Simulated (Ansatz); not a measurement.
# Ru, pressure series

Start from Ru in the hcp (Mg type) structure (space group P6_3/mmc, No. 194; a = 2.676 Å, c = 4.221 Å).

Cell and atoms are relaxed at each pressure.

Method: LDA, PAW, 420 eV (Ansatz, an electronic-structure program; no spin-orbit coupling).

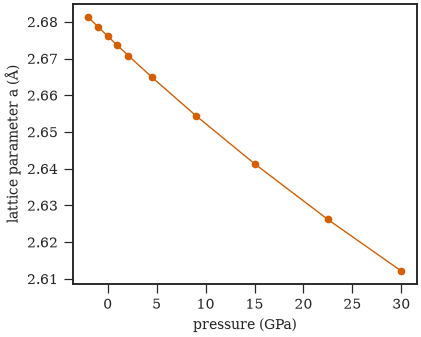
Lattice parameter a against pressure

Problem. From the plot, what is the lattice parameter a for pressure 4.5 GPa?

Solution. About 2.665 Å.

Problem. Is the trend monotonic over the range shown?

Solution. Yes, it falls throughout, spanning 261.2 pm to 268.1 pm.

Load acts through the strain it causes; cell and atoms are relaxed under it. No phonon test of stability was made. Competing high-pressure phases were not computed. All final runs are without spin polarisation.
